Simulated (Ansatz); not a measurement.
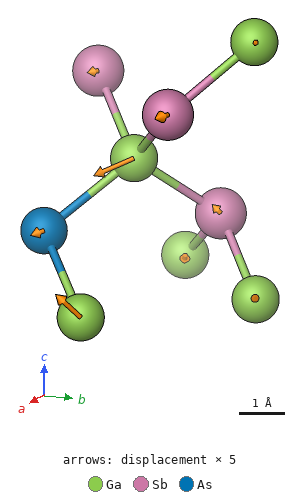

This is a relaxation of a crystal of Ga32Sb20As12 (a generated structure, set up in P1). The starting structure is drawn; orange arrows show the displacements, 5 times their true length.

The picture is a ball-and-stick view of the atoms within 4.2 Å of the atom that moves most (axes of the cell of the calculation), seen slightly off an axis.

Computed with Ansatz 0.2.0, DFT, PBEsol, PAW, plane waves. Set-up: plane-wave cutoff 420 eV; k-point mesh 1 × 1 × 1; mesh shifted by (0.25, 0.25, 0.25); no spin polarisation; cell relaxed at fixed shape; force threshold 0.03 eV/Å; at most 80 steps.

Which element moves most?

Gallium: up to 0.20 Å, against 0.12 Å for arsenic.

Describe the change and its energy.

After 4 geometry steps the energy has fallen by 2.571 eV per cell of the calculation. Largest force component: 1.4 eV/Å at the start, 0.014 eV/Å at the end. The pressure goes from 0.63 to 0.00 GPa. The largest moves, 0.20 Å, are those of Ga atoms. By element the largest moves are Ga 0.20 Å, As 0.12 Å, Sb 0.10 Å. The cell doesn't change. Near-neighbour distances that change, for instance: As–Ga 2.604 → 2.476 Å, Ga–Sb 2.522 → 2.624 Å, As–Ga 2.597 → 2.506 Å, Ga–Sb 2.540 → 2.616 Å. Bond angles that change, for instance: Sb–Ga–Sb 110.6° → 106.2°, Sb–Ga–As 107.9° → 112.1°, Sb–Ga–As 110.2° → 113.7°. The space group stays P1 (No. 1). Cost: 12 s on 1 × NVIDIA GB300 with 8 threads of Arm Neoverse-V2, peak memory 2.3 GiB.
